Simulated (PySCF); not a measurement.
# H2O3Si2: relaxation and vibrations and intensities

The task, for H2O3Si2: 2 runs in a chain (relaxation and vibrations and intensities).

Program: PySCF 2.14.0. Level of theory: relaxation, pbe0, def2-tzvp, and further levels as typed in the inputs. These are calculated values, not measurements.

**1. Starting point**

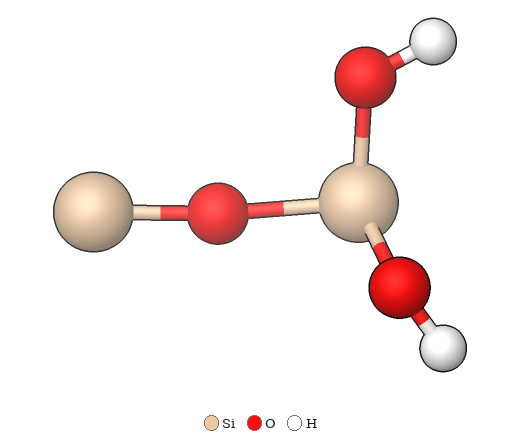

The starting structure, seen from a chosen angle (silicon light orange, oxygen red, hydrogen white).

Coordinates:

```xyz
7

Si   -0.0284    0.0754   -0.2639
O     1.7320   -0.0015   -0.0998
Si    3.2695   -0.2051    0.1006
O    -0.4444    1.3963    0.5980
O    -0.3558   -1.3509    0.4570
H    -0.8674    2.1638    0.1953
H    -1.2623   -1.6669    0.5589
```

**2. Relaxation: H2O3Si2, charge +1**

File run.py:

```python
from pyscf import gto, dft
from pyscf.geomopt.geometric_solver import optimize
mol = gto.M(atom="mol.xyz", basis="def2-tzvp", charge=1, spin=1, verbose=4)
mf = dft.UKS(mol, xc="pbe0").density_fit().run(conv_tol=1e-9)
for i in range(6):  # look for a lower solution of the same spin
    mo, _, ok, _ = mf.stability(return_status=True)
    if ok: break
    mf.kernel(mf.make_rdm1(mo, mf.mo_occ))
print(f"converged SCF energy = {mf.e_tot:.10f}, stable: {ok}")
mf = mf.newton()  # steadier than the usual iterations for open shells
m = optimize(mf, maxsteps=60)
print("optimised structure (A):")
for k in range(m.natm): print(m.atom_symbol(k), *(f"{x:.8f}" for x in m.atom_coords(unit="A")[k]))
```

Run with:

```sh
$ python run.py
```

The program printed:

```text
[INPUT] num. atoms = 7
[INPUT] num. electrons = 53
[INPUT] charge = 1
[INPUT] spin (= nelec alpha-beta = 2S) = 1
[INPUT] symmetry False subgroup None
[INPUT] Mole.unit = angstrom
[INPUT] Symbol           X                Y                Z      unit          X                Y                Z       unit  Magmom
[INPUT]  1 Si    -0.028400000000   0.075400000000  -0.263900000000 AA   -0.053668221938   0.142485349792  -0.498698724273 Bohr   0.0
[INPUT]  2 O      1.732000000000  -0.001500000000  -0.099800000000 AA    3.273005647747  -0.002834589187  -0.188594667232 Bohr   0.0
[INPUT]  3 Si     3.269500000000  -0.205100000000   0.100600000000 AA    6.178459564265  -0.387582828148   0.190106448131 Bohr   0.0
[INPUT]  4 O     -0.444400000000   1.396300000000   0.598000000000 AA   -0.839794289757   2.638624587730   1.130056222490 Bohr   0.0
[INPUT]  5 O     -0.355800000000  -1.350900000000   0.457000000000 AA   -0.672364555120  -2.552831021675   0.863604838926 Bohr   0.0
[INPUT]  6 H     -0.867400000000   2.163800000000   0.195300000000 AA   -1.639148440448   4.088989388334   0.369063512128 Bohr   0.0
[INPUT]  7 H     -1.262300000000  -1.666900000000   0.558900000000 AA   -2.385401287038  -3.149984477038   1.056167931019 Bohr   0.0

nuclear repulsion = 266.970862940998
number of shells = 67
number of NR pGTOs = 280
number of NR cGTOs = 179
basis = def2-tzvp
ecp = {}

******** <class 'pyscf.df.df_jk.DFUKS'> ********
method = DFUKS
initial guess = minao
damping factor = 0
level_shift factor = 0
DIIS = <class 'pyscf.scf.diis.CDIIS'>
diis_start_cycle = 1
diis_space = 8
diis_damp = 0
SCF conv_tol = 1e-09
SCF conv_tol_grad = None
SCF max_cycles = 50
direct_scf = False
number electrons alpha = 27  beta = 26
XC library pyscf.dft.libxc version 7.0.0
    S. Lehtola, C. Steigemann, M. J.T. Oliveira, and M. A.L. Marques.,  SoftwareX 7, 1–5 (2018)
XC functionals = pbe0
    C. Adamo and V. Barone.,  J. Chem. Phys. 110, 6158 (1999)
    M. Ernzerhof and G. E. Scuseria.,  J. Chem. Phys. 110, 5029 (1999)
radial grids:
    Treutler-Ahlrichs [JCP 102, 346 (1995); DOI:10.1063/1.469408] (M4) radial grids

becke partition: Becke, JCP 88, 2547 (1988); DOI:10.1063/1.454033
pruning grids: <function nwchem_prune at 0xee50640840e0>
grids dens level: 3
symmetrized grids: False
atomic radii adjust function: <function treutler_atomic_radii_adjust at 0xee50640847c0>
small_rho_cutoff = 0
Set gradient conv threshold to 3.16228e-05
tot grids = 100224
******** <class 'pyscf.df.df.DF'> ********
auxbasis = def2-tzvp-jkfit
init E= -806.012647936119
[... the frontier-level lines of each cycle are left out ...]


cycle= 1 E= -805.064258343014  delta_E= 0.948  |g|= 0.856  |ddm|= 1.65
cycle= 2 E= -803.923254092349  delta_E= 1.14  |g|= 1.83  |ddm|= 1.42
cycle= 3 E= -805.31403482481  delta_E= -1.39  |g|= 0.232  |ddm|= 1.03
cycle= 4 E= -805.329232328158  delta_E= -0.0152  |g|= 0.158  |ddm|= 0.21
cycle= 5 E= -805.337914608712  delta_E= -0.00868  |g|= 0.0195  |ddm|= 0.0802
cycle= 6 E= -805.338095955802  delta_E= -0.000181  |g|= 0.00561  |ddm|= 0.025
cycle= 7 E= -805.338109543188  delta_E= -1.36e-05  |g|= 0.00222  |ddm|= 0.00491
cycle= 8 E= -805.338111272697  delta_E= -1.73e-06  |g|= 0.00131  |ddm|= 0.00203
cycle= 9 E= -805.338112054388  delta_E= -7.82e-07  |g|= 0.000251  |ddm|= 0.00115
cycle= 10 E= -805.338112141088  delta_E= -8.67e-08  |g|= 7.86e-05  |ddm|= 0.000466
cycle= 11 E= -805.338112160737  delta_E= -1.96e-08  |g|= 3.7e-05  |ddm|= 0.000252
cycle= 12 E= -805.338112165177  delta_E= -4.44e-09  |g|= 1.96e-05  |ddm|= 0.000123
cycle= 13 E= -805.338112166522  delta_E= -1.35e-09  |g|= 9.57e-06  |ddm|= 8.12e-05
cycle= 14 E= -805.338112166699  delta_E= -1.77e-10  |g|= 6.79e-06  |ddm|= 2.48e-05
Extra cycle  E= -805.338112166713  delta_E= -1.43e-11  |g|= 1.1e-05  |ddm|= 1.27e-05
converged SCF energy = -805.338112166713  <S^2> = 0.75224497  2S+1 = 2.0022437
uhf_internal: lowest eigs of H = [0.15757385 0.16185952 0.21947521]
<class 'pyscf.df.df_jk.DFUKS'> wavefunction is stable in the internal stability analysis
converged SCF energy = -805.3381121667, stable: True
Create scanner for <class 'pyscf.df.grad.uks.Gradients'>
Create scanner for <class 'pyscf.soscf.newton_ah.SecondOrderDFUKS'>

Geometry optimization cycle 1
Cartesian coordinates (Angstrom)
 Atom        New coordinates             dX        dY        dZ
  Si  -0.028400   0.075400  -0.263900    0.000000  0.000000  0.000000
   O   1.732000  -0.001500  -0.099800   -0.000000  0.000000  0.000000
  Si   3.269500  -0.205100   0.100600    0.000000  0.000000  0.000000
   O  -0.444400   1.396300   0.598000    0.000000  0.000000  0.000000
   O  -0.355800  -1.350900   0.457000    0.000000  0.000000  0.000000
   H  -0.867400   2.163800   0.195300    0.000000  0.000000 -0.000000
   H  -1.262300  -1.666900   0.558900    0.000000  0.000000  0.000000

WARN: Mole.unit (angstrom) is changed to Bohr

New geometry
   1 Si    -0.028400000000   0.075400000000  -0.263900000000 AA   -0.053668221938   0.142485349792  -0.498698724273 Bohr
   2 O      1.732000000000  -0.001500000000  -0.099800000000 AA    3.273005647747  -0.002834589187  -0.188594667232 Bohr
   3 Si     3.269500000000  -0.205100000000   0.100600000000 AA    6.178459564265  -0.387582828148   0.190106448131 Bohr
   4 O     -0.444400000000   1.396300000000   0.598000000000 AA   -0.839794289757   2.638624587730   1.130056222490 Bohr
   5 O     -0.355800000000  -1.350900000000   0.457000000000 AA   -0.672364555120  -2.552831021675   0.863604838926 Bohr
   6 H     -0.867400000000   2.163800000000   0.195300000000 AA   -1.639148440448   4.088989388334   0.369063512128 Bohr
   7 H     -1.262300000000  -1.666900000000   0.558900000000 AA   -2.385401287038  -3.149984477038   1.056167931019 Bohr

******** <class 'pyscf.scf.hf.SecondOrderDFUKS_Scanner'> ********
method = SecondOrderDFUKS_Scanner
initial guess = minao
damping factor = 0
level_shift factor = 0
DIIS = <class 'pyscf.scf.diis.CDIIS'>
diis_start_cycle = 1
diis_space = 8
diis_damp = 0
SCF conv_tol = 1e-09
SCF conv_tol_grad = None
SCF max_cycles = 50
direct_scf = False
number electrons alpha = 27  beta = 26
XC library pyscf.dft.libxc version 7.0.0
    S. Lehtola, C. Steigemann, M. J.T. Oliveira, and M. A.L. Marques.,  SoftwareX 7, 1–5 (2018)
XC functionals = pbe0
    C. Adamo and V. Barone.,  J. Chem. Phys. 110, 6158 (1999)
    M. Ernzerhof and G. E. Scuseria.,  J. Chem. Phys. 110, 5029 (1999)
radial grids:
    Treutler-Ahlrichs [JCP 102, 346 (1995); DOI:10.1063/1.469408] (M4) radial grids

becke partition: Becke, JCP 88, 2547 (1988); DOI:10.1063/1.454033
pruning grids: <function nwchem_prune at 0xee50640840e0>
grids dens level: 3
symmetrized grids: False
atomic radii adjust function: <function treutler_atomic_radii_adjust at 0xee50640847c0>
small_rho_cutoff = 0
******** <class 'pyscf.df.df_jk.DFUKS'> Newton solver flags ********
SCF tol = 1e-09
conv_tol_grad = None
max. SCF cycles = 50
direct_scf = False
max_cycle_inner = 12
max_stepsize = 0.05
ah_start_tol = 1e+09
ah_level_shift = 0
ah_conv_tol = 1e-12
ah_lindep = 1e-14
ah_start_cycle = 1
ah_max_cycle = 40
ah_grad_trust_region = 2.5
kf_interval = 4
kf_trust_region = 5
canonicalization = True
Set conv_tol_grad to 3.16228e-05
tot grids = 100224
******** <class 'pyscf.df.df.DF'> ********
auxbasis = def2-tzvp-jkfit
Initial guess E= -805.338112166615  |g|= 2.08497e-05
macro= 0  E= -805.338112166774  delta_E= -1.59844e-10  |g|= 2.08497e-05  1 KF 3 JK
Canonicalize SCF orbitals
macro X = 1  E=-805.338112166774  |g|= 2.08497e-05  total 2 KF 5 JK
converged SCF energy = -805.338112166774  <S^2> = 0.75224525  2S+1 = 2.002244

******** <class 'pyscf.grad.rhf.Gradients_Scanner'> for <class 'pyscf.scf.hf.SecondOrderDFUKS_Scanner'> ********
unit = Eh/Bohr
grid_response = False
--------------- SecondOrderDFUKS_Scanner gradients ---------------
         x                y                z
0 Si    -0.0050188591     0.0012273227    -0.0130360353
1 O    -0.0094732588     0.0018009147    -0.0014645913
2 Si     0.0201826786    -0.0025697021     0.0026211099
3 O    -0.0015864642     0.0073497544     0.0071215067
[... 522 lines left out ...]
******** <class 'pyscf.df.df.DF'> ********
auxbasis = def2-tzvp-jkfit
Initial guess E= -805.3393591878  |g|= 0.00133419
macro= 0  E= -805.339360209012  delta_E= -1.02121e-06  |g|= 0.000143426  2 KF 8 JK
macro= 1  E= -805.339360209012  delta_E= 0  |g|= 8.94603e-06  1 KF 2 JK
Canonicalize SCF orbitals
macro X = 2  E=-805.339360209012  |g|= 8.94603e-06  total 4 KF 13 JK
converged SCF energy = -805.339360209012  <S^2> = 0.75214813  2S+1 = 2.002147

******** <class 'pyscf.grad.rhf.Gradients_Scanner'> for <class 'pyscf.scf.hf.SecondOrderDFUKS_Scanner'> ********
unit = Eh/Bohr
grid_response = False
--------------- SecondOrderDFUKS_Scanner gradients ---------------
         x                y                z
0 Si     0.0001487716    -0.0000776889     0.0000326096
1 O    -0.0002860939     0.0000179403    -0.0001292450
2 Si     0.0002457481    -0.0000393274     0.0000879212
3 O    -0.0000387975     0.0000085022    -0.0001157987
4 O    -0.0001672967     0.0001362588    -0.0000104182
5 H     0.0000151701     0.0000181076     0.0001159889
6 H     0.0000879177    -0.0000909960     0.0000259059
----------------------------------------------
cycle 7: E = -805.339360209  dE = -3.41757e-06  norm(grad) = 0.000538627

Geometry optimization cycle 8
Cartesian coordinates (Angstrom)
 Atom        New coordinates             dX        dY        dZ
  Si  -0.007053   0.081034  -0.260377    0.000347  0.000904 -0.000359
   O   1.721589   0.010758  -0.089548    0.000606  0.001682  0.001248
  Si   3.240618  -0.190356   0.092154    0.000772  0.002051 -0.001496
   O  -0.443334   1.379914   0.589762   -0.001211  0.000212 -0.000152
   O  -0.351412  -1.334760   0.429652    0.000364 -0.000083 -0.002312
   H  -0.877314   2.138860   0.192210   -0.002433 -0.000765 -0.000761
   H  -1.256527  -1.625781   0.571812   -0.000139  0.003092  0.001490
New geometry
   1 Si    -0.007053138120   0.081033825605  -0.260377086335 AA   -0.013328499366   0.153131737219  -0.492041382286 Bohr
   2 O      1.721588650839   0.010757942402  -0.089547669401 AA    3.253331049245   0.020329564803  -0.169220570261 Bohr
   3 Si     3.240618422745  -0.190355843781   0.092153688565 AA    6.123881293208  -0.359720410956   0.174145232757 Bohr
   4 O     -0.443334179550   1.379914453326   0.589761515723 AA   -0.837780181008   2.607660392115   1.114487743525 Bohr
   5 O     -0.351411666709  -1.334760010426   0.429651826204 AA   -0.664071807058  -2.522330861726   0.811924280444 Bohr
   6 H     -0.877313677317   2.138859871004   0.192210224048 AA   -1.657882575464   4.041859375019   0.363224681793 Bohr
   7 H     -1.256527305219  -1.625780826489   0.571812238283 AA   -2.374492474902  -3.072280500633   1.080568525030 Bohr

******** <class 'pyscf.scf.hf.SecondOrderDFUKS_Scanner'> ********
method = SecondOrderDFUKS_Scanner
initial guess = minao
damping factor = 0
level_shift factor = 0
DIIS = <class 'pyscf.scf.diis.CDIIS'>
diis_start_cycle = 1
diis_space = 8
diis_damp = 0
SCF conv_tol = 1e-09
SCF conv_tol_grad = None
SCF max_cycles = 50
direct_scf = False
number electrons alpha = 27  beta = 26
XC library pyscf.dft.libxc version 7.0.0
    S. Lehtola, C. Steigemann, M. J.T. Oliveira, and M. A.L. Marques.,  SoftwareX 7, 1–5 (2018)
XC functionals = pbe0
    C. Adamo and V. Barone.,  J. Chem. Phys. 110, 6158 (1999)
    M. Ernzerhof and G. E. Scuseria.,  J. Chem. Phys. 110, 5029 (1999)
radial grids:
    Treutler-Ahlrichs [JCP 102, 346 (1995); DOI:10.1063/1.469408] (M4) radial grids

becke partition: Becke, JCP 88, 2547 (1988); DOI:10.1063/1.454033
pruning grids: <function nwchem_prune at 0xee50640840e0>
grids dens level: 3
symmetrized grids: False
atomic radii adjust function: <function treutler_atomic_radii_adjust at 0xee50640847c0>
small_rho_cutoff = 0
******** <class 'pyscf.df.df_jk.DFUKS'> Newton solver flags ********
SCF tol = 1e-09
conv_tol_grad = None
max. SCF cycles = 50
direct_scf = False
max_cycle_inner = 12
max_stepsize = 0.05
ah_start_tol = 1e+09
ah_level_shift = 0
ah_conv_tol = 1e-12
ah_lindep = 1e-14
ah_start_cycle = 1
ah_max_cycle = 40
ah_grad_trust_region = 2.5
kf_interval = 4
kf_trust_region = 5
canonicalization = True
Set conv_tol_grad to 3.16228e-05
tot grids = 100224
******** <class 'pyscf.df.df.DF'> ********
auxbasis = def2-tzvp-jkfit
Initial guess E= -805.339361032781  |g|= 0.000512166
macro= 0  E= -805.339361185544  delta_E= -1.52763e-07  |g|= 4.8274e-05  2 KF 7 JK
macro= 1  E= -805.339361185542  delta_E= 2.27374e-12  |g|= 8.91684e-06  1 KF 2 JK
Canonicalize SCF orbitals
macro X = 2  E=-805.339361185542  |g|= 8.91684e-06  total 4 KF 12 JK
converged SCF energy = -805.339361185542  <S^2> = 0.7521487  2S+1 = 2.0021475

******** <class 'pyscf.grad.rhf.Gradients_Scanner'> for <class 'pyscf.scf.hf.SecondOrderDFUKS_Scanner'> ********
unit = Eh/Bohr
grid_response = False
--------------- SecondOrderDFUKS_Scanner gradients ---------------
         x                y                z
0 Si    -0.0000267231    -0.0000436597     0.0000515302
1 O     0.0000175208    -0.0000006916    -0.0000552074
2 Si     0.0000575715    -0.0000161970     0.0000482126
3 O    -0.0000061678    -0.0000095140    -0.0001104927
4 O    -0.0000951576     0.0000826176    -0.0000442828
5 H     0.0000079644     0.0000081483     0.0000841816
6 H     0.0000502945    -0.0000449424     0.0000308890
----------------------------------------------
cycle 8: E = -805.339361186  dE = -9.76529e-07  norm(grad) = 0.000239647

Geometry optimization cycle 9
Cartesian coordinates (Angstrom)
 Atom        New coordinates             dX        dY        dZ
  Si  -0.006929   0.081740  -0.260044    0.000124  0.000707  0.000334
   O   1.721756   0.012303  -0.088661    0.000167  0.001545  0.000887
  Si   3.241012  -0.188273   0.090627    0.000394  0.002082 -0.001527
   O  -0.444418   1.380273   0.590089   -0.001084  0.000359  0.000327
   O  -0.350838  -1.334773   0.428942    0.000574 -0.000013 -0.000710
   H  -0.878897   2.138245   0.191100   -0.001584 -0.000615 -0.001110
   H  -1.256469  -1.623968   0.572023    0.000059  0.001813  0.000211
New geometry
   1 Si    -0.006929049567   0.081740400042  -0.260043569753 AA   -0.013094005986   0.154466969393  -0.491411127287 Bohr
   2 O      1.721755963614   0.012302794999  -0.088661025113 AA    3.253647224566   0.023248913114  -0.167545055386 Bohr
   3 Si     3.241012009979  -0.188273490523   0.090626889108 AA    6.124625065287  -0.355785333604   0.171259999935 Bohr
   4 O     -0.444417954653   1.380273458117   0.590088909109 AA   -0.839828219133   2.608338812847   1.115106427359 Bohr
   5 O     -0.350837954268  -1.334772819620   0.428941630772 AA   -0.662987647669  -2.522355067596   0.810582205583 Bohr
   6 H     -0.878897368330   2.138244932809   0.191099769680 AA   -1.660875317745   4.040697310248   0.361126227163 Bohr
   7 H     -1.256468685369  -1.623968254999   0.572023432575 AA   -2.374381699440  -3.068855236936   1.080967624401 Bohr

******** <class 'pyscf.scf.hf.SecondOrderDFUKS_Scanner'> ********
method = SecondOrderDFUKS_Scanner
initial guess = minao
damping factor = 0
level_shift factor = 0
DIIS = <class 'pyscf.scf.diis.CDIIS'>
diis_start_cycle = 1
diis_space = 8
diis_damp = 0
SCF conv_tol = 1e-09
SCF conv_tol_grad = None
SCF max_cycles = 50
direct_scf = False
number electrons alpha = 27  beta = 26
XC library pyscf.dft.libxc version 7.0.0
    S. Lehtola, C. Steigemann, M. J.T. Oliveira, and M. A.L. Marques.,  SoftwareX 7, 1–5 (2018)
XC functionals = pbe0
    C. Adamo and V. Barone.,  J. Chem. Phys. 110, 6158 (1999)
    M. Ernzerhof and G. E. Scuseria.,  J. Chem. Phys. 110, 5029 (1999)
radial grids:
    Treutler-Ahlrichs [JCP 102, 346 (1995); DOI:10.1063/1.469408] (M4) radial grids

becke partition: Becke, JCP 88, 2547 (1988); DOI:10.1063/1.454033
pruning grids: <function nwchem_prune at 0xee50640840e0>
grids dens level: 3
symmetrized grids: False
atomic radii adjust function: <function treutler_atomic_radii_adjust at 0xee50640847c0>
small_rho_cutoff = 0
******** <class 'pyscf.df.df_jk.DFUKS'> Newton solver flags ********
SCF tol = 1e-09
conv_tol_grad = None
max. SCF cycles = 50
direct_scf = False
max_cycle_inner = 12
max_stepsize = 0.05
ah_start_tol = 1e+09
ah_level_shift = 0
ah_conv_tol = 1e-12
ah_lindep = 1e-14
ah_start_cycle = 1
ah_max_cycle = 40
ah_grad_trust_region = 2.5
kf_interval = 4
kf_trust_region = 5
canonicalization = True
Set conv_tol_grad to 3.16228e-05
tot grids = 100224
******** <class 'pyscf.df.df.DF'> ********
auxbasis = def2-tzvp-jkfit
Initial guess E= -805.339361559669  |g|= 0.000367405
macro= 0  E= -805.33936163968  delta_E= -8.00105e-08  |g|= 3.46606e-05  2 KF 7 JK
macro= 1  E= -805.339361639679  delta_E= 9.09495e-13  |g|= 6.42757e-06  1 KF 2 JK
Canonicalize SCF orbitals
macro X = 2  E=-805.339361639679  |g|= 6.42757e-06  total 4 KF 12 JK
converged SCF energy = -805.339361639679  <S^2> = 0.75214967  2S+1 = 2.0021485

******** <class 'pyscf.grad.rhf.Gradients_Scanner'> for <class 'pyscf.scf.hf.SecondOrderDFUKS_Scanner'> ********
unit = Eh/Bohr
grid_response = False
--------------- SecondOrderDFUKS_Scanner gradients ---------------
         x                y                z
0 Si    -0.0001049371    -0.0000034198     0.0000593453
1 O     0.0001650752    -0.0000129781    -0.0000140754
2 Si    -0.0000728313    -0.0000001825     0.0000191472
3 O     0.0000226030    -0.0000193113    -0.0000611027
4 O    -0.0000090552     0.0000126135    -0.0000462630
5 H     0.0000012668    -0.0000014710     0.0000291552
6 H     0.0000034944     0.0000024127     0.0000172701
----------------------------------------------
cycle 9: E = -805.33936164  dE = -4.54137e-07  norm(grad) = 0.000236647
optimised structure (A):
Si -0.00692905 0.08174040 -0.26004357
O 1.72175596 0.01230279 -0.08866103
Si 3.24101201 -0.18827349 0.09062689
O -0.44441795 1.38027346 0.59008891
O -0.35083795 -1.33477282 0.42894163
H -0.87889737 2.13824493 0.19109977
H -1.25646869 -1.62396825 0.57202343
```

It took 4.3 min on 8 threads of Arm Neoverse N1, shared host.

(Part 1 of 2 ends here.)
